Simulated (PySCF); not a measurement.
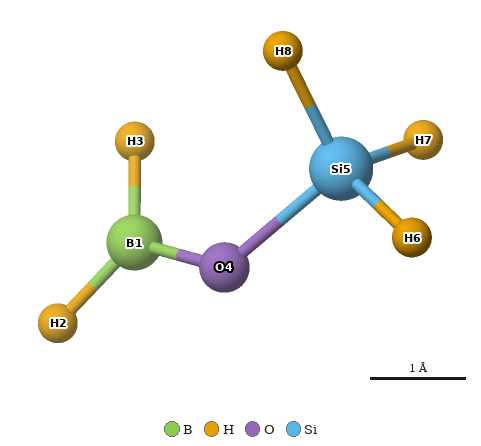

Figure 1. The input geometry (ball-and-stick view, seen at a tilt; atoms are numbered from 1 in the order of the input). Bond lengths as drawn: B–H 1.19 to 1.20 Å, B–O 1.36 Å, H–Si 1.48 Å and O–Si 1.68 Å.

**BSiH5O: geometry relaxation**

- system: BSiH5O
- method: RKS PBE0-D4/def2-TZVP, density fitting (PySCF 2.14.0)

Input file:
```python
import json, numpy as np
from pyscf import gto, scf, dft, mp, cc
EV, BOHR = 27.211386245988, 0.529177210903
mol = gto.M(atom="""
B -0.958818 1.145987 0.280798
H -2.048251 1.097358 0.768045
H -0.449027 2.174449 -0.073254
O -0.280084 -0.020236 0.126543
Si 1.262494 -0.198954 -0.525982
H 1.569600 -1.641430 -0.451474
H 1.242633 0.277254 -1.927913
H 2.212870 0.600732 0.280838
""", basis="def2-tzvp", charge=0, spin=0, max_memory=8670, verbose=0)
def mean_field(mol, dm=None):
    mf = dft.RKS(mol, xc="pbe0").density_fit()
    mf.conv_tol = 1e-9; mf.grids.level = 4
    mf.kernel(dm0=dm)
    if not mf.converged: mf = mf.newton().run(mf.mo_coeff, mf.mo_occ)
    assert mf.converged
    return mf
def d4(mol):
    from pyscf.dispersion.dftd4 import DFTD4Dispersion
    real = gto.M(atom=[(mol.atom_pure_symbol(i), mol.atom_coord(i)) for i in range(8)], unit='B', charge=mol.charge, spin=None, basis='def2-svp', verbose=0)
    r = DFTD4Dispersion(real, xc="pbe0", atm=True).get_dispersion(grad=True); return r["energy"], r["gradient"]
def energy_and_gradient(mol, dm=None):
    mf = mean_field(mol, dm); e, g = d4(mol)
    return mf, (mf.e_tot + e) * EV, (mf.nuc_grad_method().kernel()[:8] + g) * EV / BOHR
out = {}
# rational-function steps on a BFGS-updated Hessian; the first Hessian (eV/A^2) comes from GFN2-xTB
H = np.load("h0.npy"); x = mol.atom_coords(unit="A").ravel(); dm = old = None; trust = 0.2; steps = []
for it in range(90):
    mol.set_geom_(x.reshape(-1, 3), unit="A"); mf, e, g = energy_and_gradient(mol, dm); g = g.ravel(); dm = mf.make_rdm1()
    print(f"relax step {it + 1}: E = {e:.6f} eV, largest force component {abs(g).max():.4f} eV/A", flush=True); steps.append([e, x.reshape(-1, 3).tolist(), (-g).reshape(-1, 3).tolist()])
    if abs(g).max() < 0.008: out['converged'] = True; break
    if old is not None:
        s, z = x - old[0], g - old[1]
        if s @ z > 1e-8: H = H + np.outer(z, z) / (s @ z) - np.outer(H @ s, H @ s) / (s @ H @ s)
        trust = max(0.03, trust / 2) if e > old[2] + 1e-4 else min(0.35, trust * 1.3)
    w, V = np.linalg.eigh(H); w = np.maximum(abs(w), 0.08); f = V.T @ g; M = np.diag(np.append(w, 0.0)); M[-1, :-1] = M[:-1, -1] = f
    dx = V @ (-f / (w - np.linalg.eigvalsh(M)[0])); big = np.linalg.norm(dx.reshape(-1, 3), axis=1).max(); dx *= min(1, trust / big)
    old = (x, g, e); x = x + dx
out.update(energy=e, forces=steps[-1][2], positions=steps[-1][1], steps=steps)
out['s2'] = mf.spin_square()[0]; out['nelec'] = mol.nelec
print(f"Total energy {out['energy']:.6f} eV, <S^2> {out['s2']:.4f}")
json.dump(out, open("out.json", "w"), default=float)
```

Run on 4 threads of Arm Neoverse V1, 23 GiB of memory available, shared host.

Run as:
```bash
OMP_NUM_THREADS=4 python run.py
```

The program's output:
```
relax step 1: E = -10678.710715 eV, largest force component 0.6620 eV/A
relax step 2: E = -10678.721363 eV, largest force component 0.2856 eV/A
relax step 3: E = -10678.723229 eV, largest force component 0.0252 eV/A
relax step 4: E = -10678.723495 eV, largest force component 0.0183 eV/A
relax step 5: E = -10678.723665 eV, largest force component 0.0143 eV/A
relax step 6: E = -10678.723683 eV, largest force component 0.0053 eV/A
```

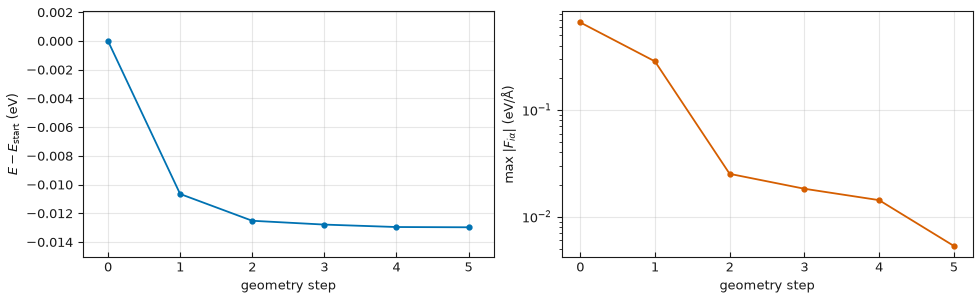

Figure 2. Progress of the relaxation, step by step (the first geometry is step 0 here and step 1 in the log).

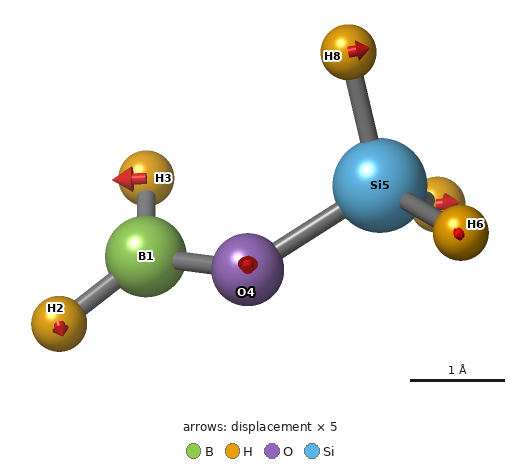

Figure 3. The starting structure with the displacements as red arrows, magnified 5 times (ball-and-stick view, seen at a tilt). The two geometries are laid on each other by the best rigid fit. Over 5 geometry steps the energy falls by 0.013 eV. Largest force component: 0.66 eV/Å at the start, 0.0053 eV/Å at the end. The atom that moves furthest after the best rigid fit is H3 (0.075 Å). Largest moves by element: H 0.075 Å, O 0.047 Å, B 0.013 Å, Si 0.004 Å. Among the contacts that change: O4–Si5 1.684 → 1.662 Å, B1–O4 1.358 → 1.348 Å. Among the angles that change: B1–O4–Si5 126.4° → 129.8°. (Atoms are counted from 1 in the order of the input.)

```
Total energy -10678.723683 eV, <S^2> 0.0000
```

Trajectory as extended XYZ (Å, eV, eV/Å), 6 frames, from step=1 to step=6:
```
8
Properties=species:S:1:pos:R:3:forces:R:3 step=1 energy=-10678.71071
B    -0.9588    1.1460    0.2808    0.3007  -0.4857  -0.0760
H    -2.0483    1.0974    0.7680   -0.0726   0.0320   0.0268
H    -0.4490    2.1744   -0.0733   -0.0205   0.1169  -0.0026
O    -0.2801   -0.0202    0.1265    0.2238   0.2914  -0.1307
Si    1.2625   -0.1990   -0.5260   -0.6620   0.1092   0.2789
H     1.5696   -1.6414   -0.4515    0.0724  -0.0359  -0.0240
H     1.2426    0.2773   -1.9279    0.0693  -0.0137  -0.0555
H     2.2129    0.6007    0.2808    0.0883  -0.0135  -0.0164
8
Properties=species:S:1:pos:R:3:forces:R:3 step=2 energy=-10678.72136
B    -0.9607    1.1449    0.2822   -0.1118   0.1659   0.0296
H    -2.0557    1.0895    0.7692    0.0287  -0.0113  -0.0127
H    -0.4749    2.1958   -0.0602   -0.0180  -0.0347   0.0131
O    -0.2727    0.0002    0.1217   -0.0826  -0.0669   0.0454
Si    1.2426   -0.1957   -0.5175    0.2856  -0.0538  -0.1160
H     1.5693   -1.6387   -0.4491   -0.0336   0.0099   0.0120
H     1.2643    0.2615   -1.9307   -0.0298  -0.0037   0.0230
H     2.2343    0.5844    0.2666   -0.0387  -0.0046   0.0059
8
Properties=species:S:1:pos:R:3:forces:R:3 step=3 energy=-10678.72323
B    -0.9626    1.1503    0.2833   -0.0167   0.0252   0.0048
H    -2.0565    1.0887    0.7690    0.0045  -0.0054  -0.0020
H    -0.4791    2.2013   -0.0568   -0.0092  -0.0023   0.0054
O    -0.2706    0.0053    0.1210    0.0203  -0.0040  -0.0086
Si    1.2507   -0.1969   -0.5206    0.0012  -0.0120   0.0003
H     1.5631   -1.6416   -0.4448   -0.0040   0.0008   0.0020
H     1.2624    0.2583   -1.9329    0.0019  -0.0013   0.0000
H     2.2352    0.5846    0.2680    0.0019  -0.0002  -0.0014
8
Properties=species:S:1:pos:R:3:forces:R:3 step=4 energy=-10678.72350
B    -0.9650    1.1552    0.2849    0.0040  -0.0100   0.0002
H    -2.0588    1.0857    0.7695    0.0005  -0.0022  -0.0002
H    -0.4866    2.2093   -0.0507   -0.0046   0.0026   0.0027
O    -0.2679    0.0130    0.1193    0.0045   0.0183  -0.0056
Si    1.2525   -0.1966   -0.5212   -0.0099  -0.0027   0.0048
H     1.5574   -1.6424   -0.4401    0.0014  -0.0006   0.0000
H     1.2665    0.2543   -1.9349    0.0021  -0.0028  -0.0004
H     2.2402    0.5836    0.2647    0.0019  -0.0017  -0.0011
8
Properties=species:S:1:pos:R:3:forces:R:3 step=5 energy=-10678.72366
B    -0.9682    1.1639    0.2876    0.0013  -0.0013   0.0012
H    -2.0624    1.0829    0.7697    0.0012   0.0013  -0.0006
H    -0.4971    2.2241   -0.0391   -0.0004  -0.0024   0.0014
O    -0.2646    0.0272    0.1156    0.0110  -0.0009  -0.0078
Si    1.2544   -0.1957   -0.5220   -0.0143   0.0019   0.0054
H     1.5504   -1.6430   -0.4323   -0.0007   0.0021   0.0008
H     1.2726    0.2457   -1.9387    0.0013  -0.0009   0.0012
H     2.2473    0.5819    0.2602    0.0007   0.0010  -0.0014
8
Properties=species:S:1:pos:R:3:forces:R:3 step=6 energy=-10678.72368
B    -0.9681    1.1654    0.2884    0.0030  -0.0029   0.0007
H    -2.0627    1.0834    0.7693   -0.0004   0.0004   0.0001
H    -0.4966    2.2263   -0.0349    0.0008   0.0002   0.0008
O    -0.2643    0.0292    0.1140   -0.0053   0.0030  -0.0011
Si    1.2544   -0.1944   -0.5222    0.0006   0.0001  -0.0005
H     1.5497   -1.6416   -0.4298    0.0014   0.0002   0.0000
H     1.2737    0.2446   -1.9396    0.0001  -0.0014   0.0001
H     2.2474    0.5844    0.2585    0.0000   0.0011   0.0000
```

Summary:

| quantity | value |
| --- | --- |
| outcome | converged |
| total energy | −10678.7237 eV |
| largest force (length of the vector) at the end | 0.006 eV/Å |
| wall time | 31 s (CPU time 1.8 min) |
| peak memory | 1.2 GiB |
